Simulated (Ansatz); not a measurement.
Relaxed Ca (fcc, Cu type):

```
CELL_PARAMETERS angstrom
      0.00000     5.52650     5.52650
      2.76325     2.76325     5.52650
      2.76325     2.76325     0.00000
ATOMIC_POSITIONS crystal
  Ca 0.00000 0.00000 0.00000
  Ca 0.50000 0.00000 0.00000
```

The atoms are displaced by Q × the pattern below (from a DFPT mode at X = (0.5, 0.5, 0.0), largest move 1; Q in Å), at fixed cell. It is one choice among 2 degenerate patterns. (q is in reciprocal vectors of the primitive cell; the cell shown is doubled to hold the pattern.)

```csv
atom,x,y,z
Ca1,0.000,1.000,0.000
Ca2,0.000,-1.000,0.000
```

Method: PBE (plane waves to 420 eV, PAW, scalar-relativistic; Ansatz, a program for electronic structure). k mesh 15×15×15 (Γ-centred), Fermi-Dirac smearing 0.05 eV. E stands for the smeared free energy. With partly filled bands, energies and forces of such displacements shift with the k mesh and the smearing. Ca was relaxed with its symmetry unable to fall. ΔE is measured from the undisplaced structure.

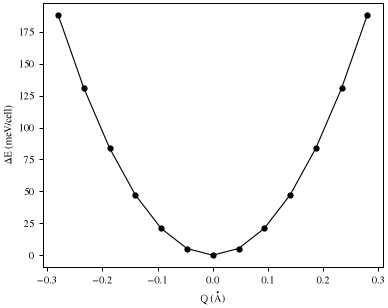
ΔE (meV/cell) against Q (Å); one marker a computed point.

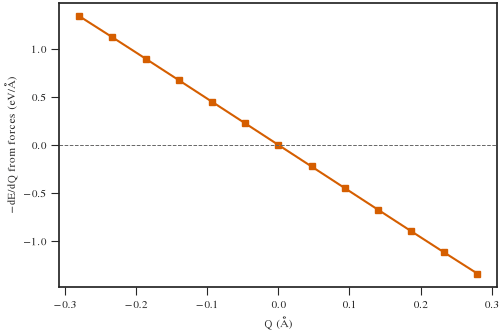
Figure. −dE/dQ from forces (eV/Å) against Q (Å); computed points joined by lines.

The energy at Q = 0.280 Å is 188 meV/cell. Symmetry of the curve: even: the same for both signs. Shape of the curve: a single well with its minimum at or next to zero displacement. Space group of the distorted cell: Cmcm (No. 63), lowered from Fm-3m. Harmonic wavenumber from the curvature (finite differences): 128 cm⁻¹.

E″ = 4.81 eV/Å², M = Σ mᵢ|uᵢ|² = 80.2 u, ν̃ = 521.5·√(|E″|/M).

(A displaced cell: forces are minus the slopes of the energy, force constants its curvatures, and phonons follow from these.)
